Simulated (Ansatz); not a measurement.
## Electronic structure of C₃H₇ClOZn (SMILES CC(C)[O][Zn][Cl]) in real space

The calculation's input:

```
crystal:
  periodic: [false, false, false]
  atoms:
    - {symbol: C, position_ang: [-0.643844, -0.255586, 1.259514]}
    - {symbol: C, position_ang: [0.600884, 0.101827, 0.468938]}
    - {symbol: C, position_ang: [0.923152, -0.949328, -0.576631]}
    - {symbol: O, position_ang: [0.492419, 1.380799, -0.107047]}
    - {symbol: Zn, position_ang: [-0.749322, 1.786143, -1.302539]}
    - {symbol: Cl, position_ang: [-2.145403, 2.424911, -2.715278]}
    - {symbol: H, position_ang: [-0.527870, -1.205824, 1.787202]}
    - {symbol: H, position_ang: [-1.505857, -0.354773, 0.586414]}
    - {symbol: H, position_ang: [-0.867432, 0.522802, 1.991262]}
    - {symbol: H, position_ang: [1.447213, 0.162698, 1.168180]}
    - {symbol: H, position_ang: [0.084128, -1.059019, -1.276485]}
    - {symbol: H, position_ang: [1.103265, -1.927497, -0.123172]}
    - {symbol: H, position_ang: [1.809167, -0.661952, -1.145558]}
basis:
  gaussian: {orbitals: def2-TZVPP}
hamiltonian: {xc: pbe0, dispersion: d4}
output: {orbitals: {seedname: orbitals}}
```

Command:

```sh
ansatz run in.yaml --threads 2 --pin off --events-out ev --progress --plain --max-ram 32768MiB --backend cuda --devices 0, --max-vram 18GiB
```

Geometry: PBE0-D4/def2-TZVP.

These are results of Ansatz, RKS PBE0-D4/def2-TZVPP, not measurements.

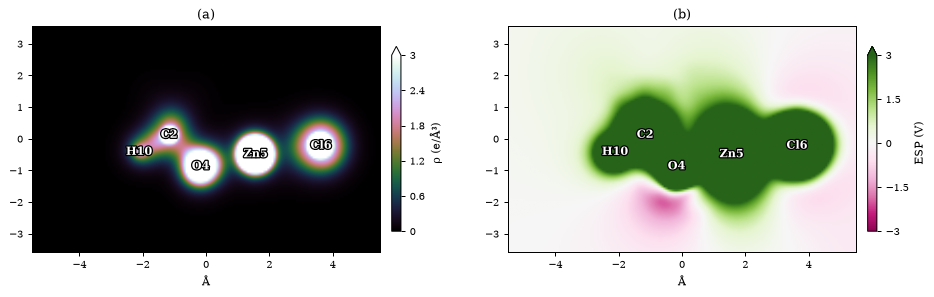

Figure 1. (a) electron density; (b) electrostatic potential on the plane of atoms O4, Zn5 and Cl6.

Describe what can be read from this map.

The plane passes through C, O, Zn, Cl and H nuclei. C–O (1.41 Å): ρ is about 2.1 e/Å³ halfway, with its minimum of 1.8 e/Å³ about 0.5 Å from C. Zn–O (1.77 Å): ρ at the midpoint is about 0.93 e/Å³. Zn–Cl (2.09 Å): ρ is about 0.76 e/Å³ halfway. C–H (1.10 Å): ρ is about 2 e/Å³ halfway. Outside the dense part of the molecule the potential is most negative (−2.0 V) near O4.

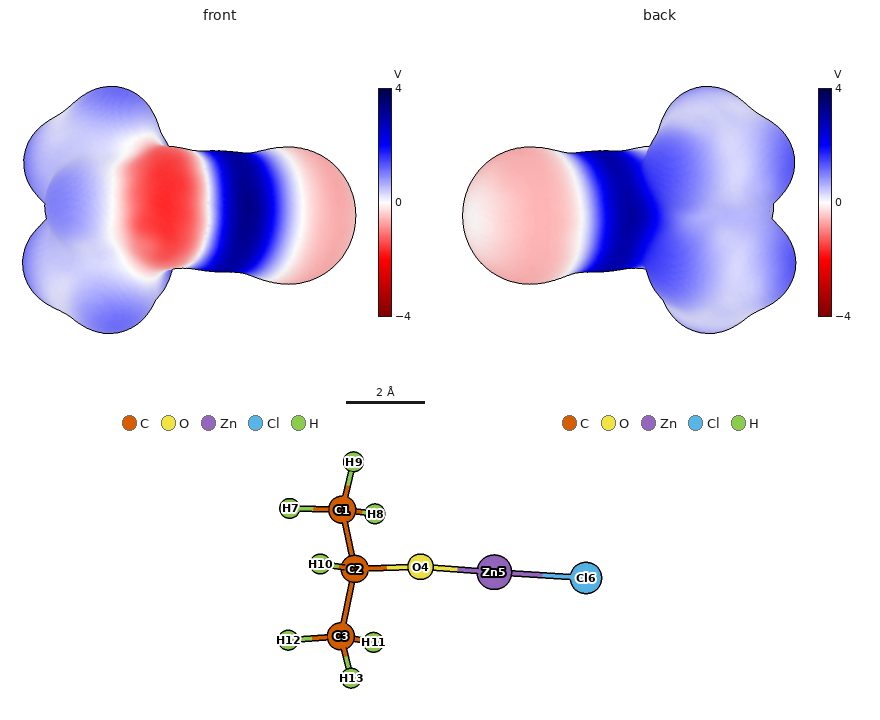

Figure 2. The electrostatic potential painted on the density surface at 0.004 e/bohr³, seen from the front and from behind; red is negative and blue positive. The bare structure is drawn below in the same view.

Describe the electrostatic potential map.

The most negative region (about −1.6 V, or −37 kcal/mol for a unit charge) lies over O4, the most positive (about +3.3 V, or +76 kcal/mol for a unit charge) over Zn5. O4 is the likeliest acceptor of a hydrogen bond.

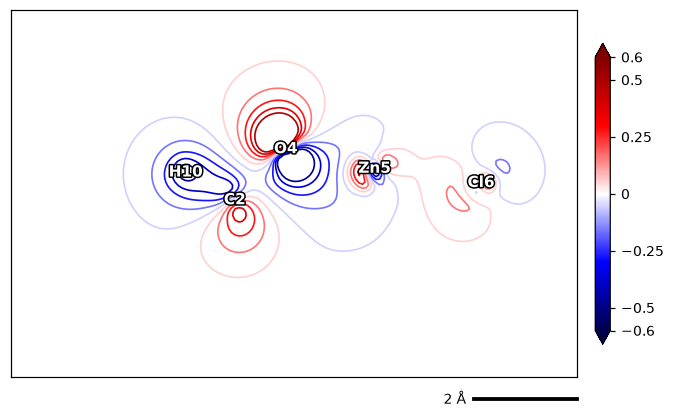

Figure 3. The HOMO−1 on the plane of atoms C2, O4 and Zn5 (values in Å⁻³ᐟ²; the overall sign is arbitrary).

Where does this orbital lie, and at what energy?

It lies mainly on O4 (about 45 %), C2 (about 15 %), Zn5 (about 10 %) and H10 (about 10 %). Its energy is −8.11 eV.
